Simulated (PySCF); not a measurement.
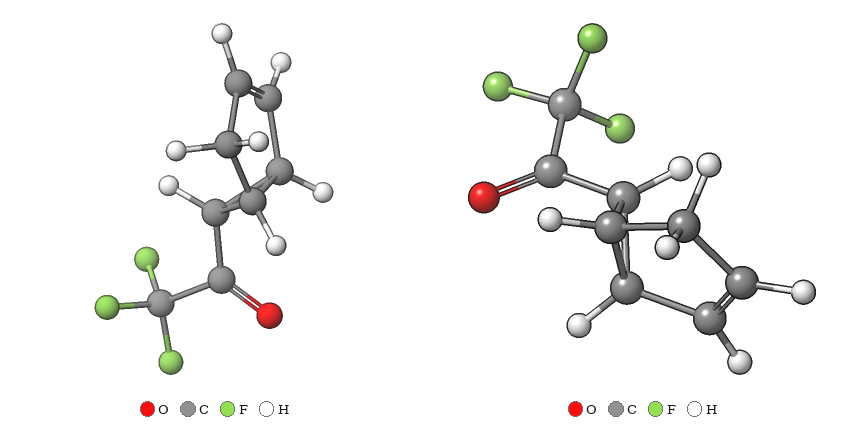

Two views of one molecule.

Computed geometry: PBE0-D3(BJ)/def2-SVP optimisation. No frequency run is at hand to confirm it as a minimum.

Identify the structure.

The molecule is C₈H₇F₃O. As SMILES it reads `O=C([C@@H]1[C@H]2C=CC[C@H]21)C(F)(F)F`. Independent rings (smallest set): 1 of 3 members, 1 of 5 members. Among its groups: ketone, alkene, C–F bond. The point group is C1. Coordination, clear cases only: 3 C trigonal planar; 2 C tetrahedral.

The parts below concern this one geometry. Atoms keep their numbers from picture to picture.

## Geometry

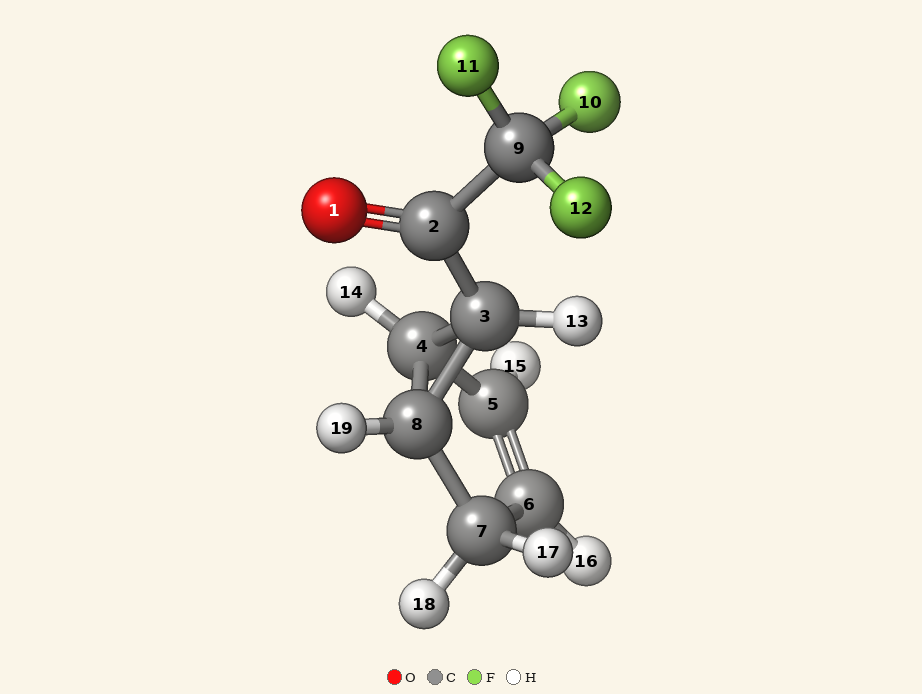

Atoms carry their numbers in the input. No frequency run is at hand to confirm it as a minimum.

Give the bond lengths. Leave out bonds to hydrogen.

```
  bond  length (Å)   order
 O1–C2       1.205  double
 C2–C3       1.472  single
 C2–C9       1.542  single
 C3–C4       1.532  single
 C3–C8       1.515  single
 C4–C5       1.486  single
 C4–C8       1.492  single
 C5–C6       1.341  double
 C6–C7       1.506  single
 C7–C8       1.518  single
C9–F10       1.336  single
C9–F11       1.318  single
C9–F12       1.336  single
```

## Spin–spin coupling

No frequency run is at hand to confirm it as a minimum. Properties computed with B3LYP/pcJ-1 indirect spin-spin coupling, non-relativistic, gas phase (PySCF 2.14.0). Isotopes: 13C, 19F, 1H, 17O.

Give the spin–spin coupling constants of these pairs, with the number of bonds between them: C9/F12, C9/F10, C2/F12, C2/F10, F10/F11, F10/F12, F11/F12, O1/F11, C3/F11, C3/F10, C3/F12.

```tsv
pair	bonds apart	J (Hz)
C9, F12	1	−353.6
C9, F10	1	−355.4
C2, F12	2	43.3
C2, F10	2	41.8
F10, F11	2	42.4
F10, F12	2	112.5
F11, F12	2	49.5
O1, F11	3	−4.0
C3, F11	3	4.5
C3, F10	3	−3.3
C3, F12	3	−3.8
```

Density functionals are unreliable for couplings to fluorine, so those rows may be far off.

## NMR shielding

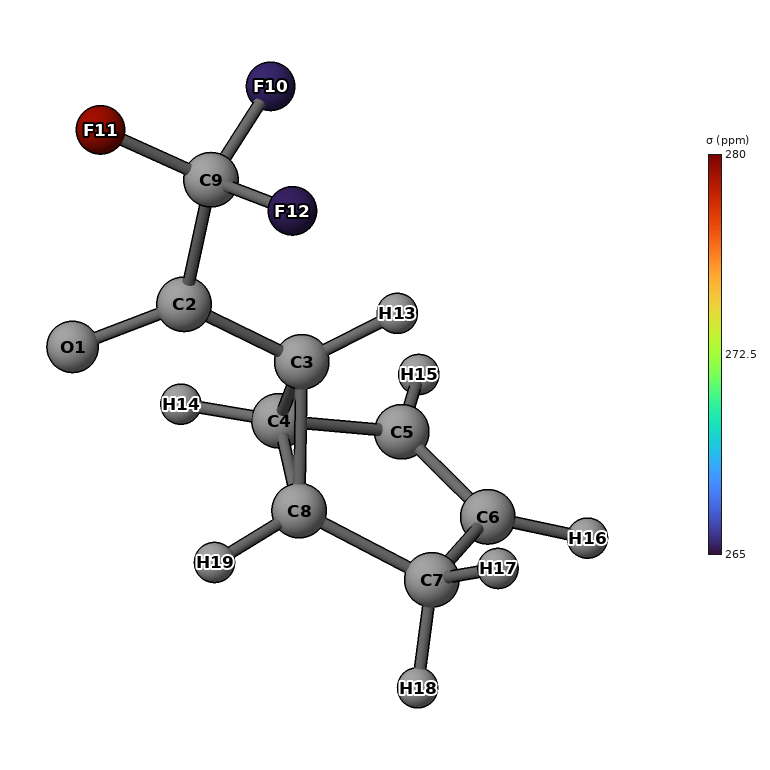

Atoms are coloured by their isotropic NMR shieldings (F only, the others grey). No frequency run is at hand to confirm it as a minimum. Properties computed with GIAO B97-2/pcSseg-2 NMR shielding, non-relativistic, gas phase (PySCF 2.14.0).

List the isotropic NMR shieldings of the F atoms.

```tsv
atom	σ (ppm)
F10	265.4
F11	279.4
F12	265.4
```

## Ring current

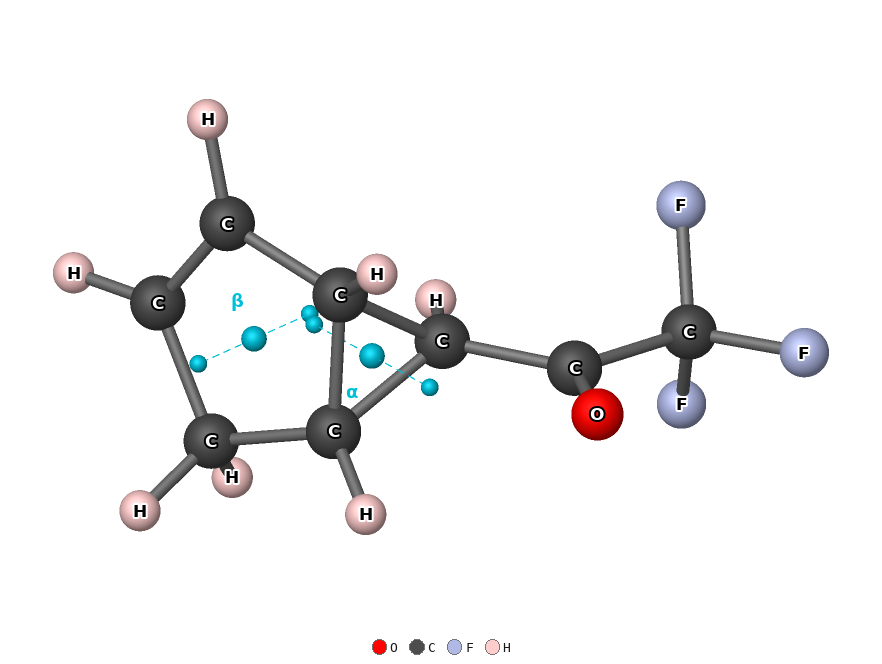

The small points mark where nucleus-independent chemical shifts (NICS) were computed: at the centre of each lettered ring and 1 Å above and below it. No frequency run is at hand to confirm it as a minimum. Properties computed with GIAO PBE0/pcSseg-1 NMR shielding, non-relativistic, gas phase (PySCF 2.14.0).

Give NICS(0), NICS(1) and the out-of-plane component NICS(1)zz for each ring (means of the two sides).

```csv
ring,members,NICS(0),NICS(1),NICS(1)zz
α,C3,−43.2,−8.0,−22.0
β,C5,−5.6,−4.7,−5.3
```

Values in ppm.

What do the values say about the ring currents?

Answer. Ring β: weak, as in a non-aromatic ring. NICS is one index among several.
